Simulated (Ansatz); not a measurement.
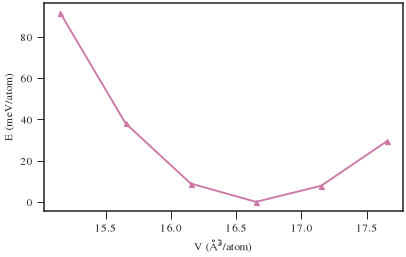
Fig. 1. AgW in space group Pmma (No. 51; W on 2e, Ag on 2f) under volume change, PBE (plane waves, PAW; program Ansatz), shape and atoms relaxed at each volume.

Question: What does a third-order Birch–Murnaghan fit give for V₀, B₀ and B′?

Answer: V₀ = 16.65 Å³/atom, B₀ = 178 GPa, B′ = 5.4.

The start of the workflow was typed in or built on a structure type; neither database checked (COD, Materials Project) lists it. Its standing as an ambient phase is unchecked. The cell was relaxed with PBE under the symmetry of its start; its stability against distortions is not shown here. No spin polarisation was allowed. Its formation energy is positive at this level, so the cell may be metastable or incomplete. Spin–orbit coupling is left out wherever it is not named.

Potentials: the later of the program's two PAW sets.
